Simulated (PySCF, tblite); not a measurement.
# C7H8OSi2: geometry, infrared bands and NMR shifts

What infrared bands and NMR shifts should C7H8OSi2 (`C#C[Si@@H]1C=C(C#CC)[SiH2]O1`) show?

Computed with tblite 0.8.0 and PySCF 2.14.0, with density-fitted response routines of our own, on a single molecule in the gas phase. Atoms count from 0, in the outputs and in this text.

**1. The starting structure**

18 atoms, charge 0, multiplicity 1; geometry from: force field or distance geometry start.

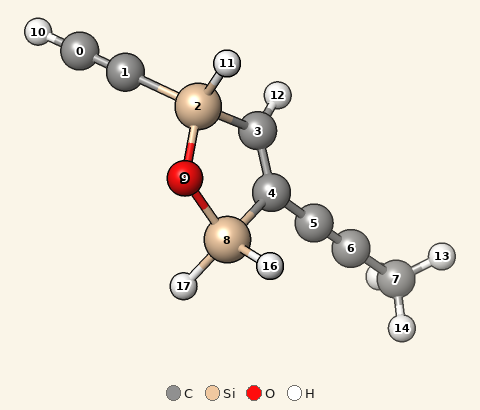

As it starts; carbon grey, silicon light orange, oxygen red, hydrogen white, atoms numbered.

**2. Geometry optimisation with GFN2-xTB**

What the job is given:

```
{"job": {"kind": "relax", "xc": "GFN2-xTB", "basis": "xTB"}, "charge": 0, "multiplicity": 1}
C     -4.522900     1.036300    -0.939900
C     -3.706400     0.495500    -0.275600
Si    -2.396600    -0.367500     0.777100
C     -0.738200     0.533900     0.660700
C      0.250700    -0.238500     0.166400
C      1.582300     0.184100    -0.029400
C      2.720800     0.555300    -0.184800
C      4.104500     1.009000    -0.363600
Si    -0.264800    -1.992600    -0.320200
O     -1.925200    -1.879600     0.134800
H     -5.270800     1.521500    -1.540700
H     -2.812700    -0.531900     2.191600
H     -0.661500     1.551800     1.012400
H      4.517000     1.386000     0.567000
H      4.731100     0.191000    -0.708000
H      4.145100     1.805600    -1.100200
H      0.404500    -3.018000     0.508900
H     -0.165900    -2.235600    -1.781500
```

The run is started by

```bash
> OMP_NUM_THREADS=1 python probes_run.py task.json out
```

One launch serves the whole session: the jobs run in the order shown.

**Question.** This job is followed by: GFN2-xTB harmonic vibrations, gas phase; GIAO PBE0/pcSseg-1 NMR shielding, non-relativistic, gas phase. What will the session give for the following? strongest single infrared mode (GFN2-xTB); zero-point energy (GFN2-xTB); 13C shifts against TMS (PBE0/pcSseg-1); 1H shifts against TMS (PBE0/pcSseg-1, means over atoms taken as alike); 29Si shifts against TMS (PBE0/pcSseg-1); 17O shifts against H2O (PBE0/pcSseg-1).

As calculated:

| quantity | value |
| --- | --- |
| strongest single infrared mode (GFN2-xTB) | 2289 cm⁻¹, 571 km/mol |
| zero-point energy (GFN2-xTB) | 73.0 kcal/mol |
| 13C shifts against TMS (PBE0/pcSseg-1) | 159.2, 155.0, 110.1, 102.5, 89.1, 84.8, 6.6 ppm |
| 1H shifts against TMS (PBE0/pcSseg-1, means over atoms taken as alike) | 7.31, 5.44, 5.23, 5.17, 2.31, 2.00 ppm |
| 29Si shifts against TMS (PBE0/pcSseg-1) | -15.7, -24.0 ppm |
| 17O shifts against H2O (PBE0/pcSseg-1) | 38.2 ppm |

**Reading.** The optimisation took 60 steps and gained 0.280 eV; among the close pairs (by a distance rule), Si8–O9 changed most, from 1.725 to 1.634 Å. All 48 modes are real, so the xTB geometry is a minimum. The strongest single mode, at 2289 cm⁻¹, moves mainly H16. GFN2-xTB is a fitted tight-binding method: band positions and strengths are rough. Its intensities can rank the bands wrongly. H12 (hydrogen on an alkene CH) lies farthest downfield among hydrogen, at 7.31 ppm; attached to an sp2 carbon and in the plane of the double bond. At PBE0/pcSseg-1: The largest span, 290 ppm, is at C1, where the paramagnetic term is -161 ppm.
